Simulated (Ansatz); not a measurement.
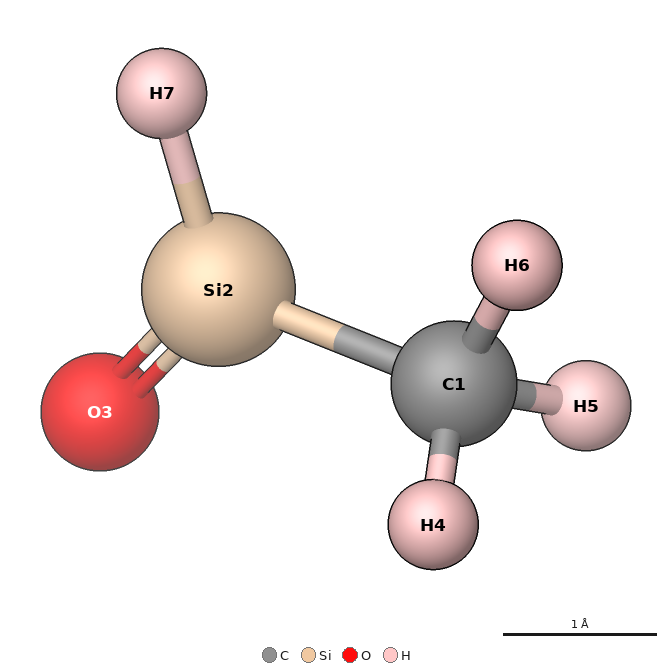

The picture comes from a calculation with Ansatz.

Orthographic view. Atoms fade into the background with distance from the viewer. Geometry: atoms displaced at random (about 0.03 Å) from a stationary point of GFN2-xTB.

Write a MOL file (V2000) with the atoms in numerical order, bonds sorted by atom number with the orders drawn, and coordinates in the frame of the picture: x right, y up, z towards the viewer, origin at the mean position.

```
CH4OSi
                    3D

  7  6  0  0  0  0  0  0  0  0999 V2000
    0.6600   -0.2900    0.3500 C   0  0  0  0  0  0  0  0  0  0  0  0
   -0.8800    0.3300   -0.5000 Si  0  0  0  0  0  4  0  0  0  0  0  0
   -1.6600   -0.4800   -1.5000 O   0  0  0  0  0  0  0  0  0  0  0  0
    0.5300   -1.2200    0.9000 H   0  0  0  0  0  0  0  0  0  0  0  0
    1.5300   -0.4400   -0.3800 H   0  0  0  0  0  0  0  0  0  0  0  0
    1.0800    0.4800    1.1000 H   0  0  0  0  0  0  0  0  0  0  0  0
   -1.2600    1.6100    0.0300 H   0  0  0  0  0  0  0  0  0  0  0  0
  1  2  1  0
  1  4  1  0
  1  5  1  0
  1  6  1  0
  2  3  2  0
  2  7  1  0
M  END
```
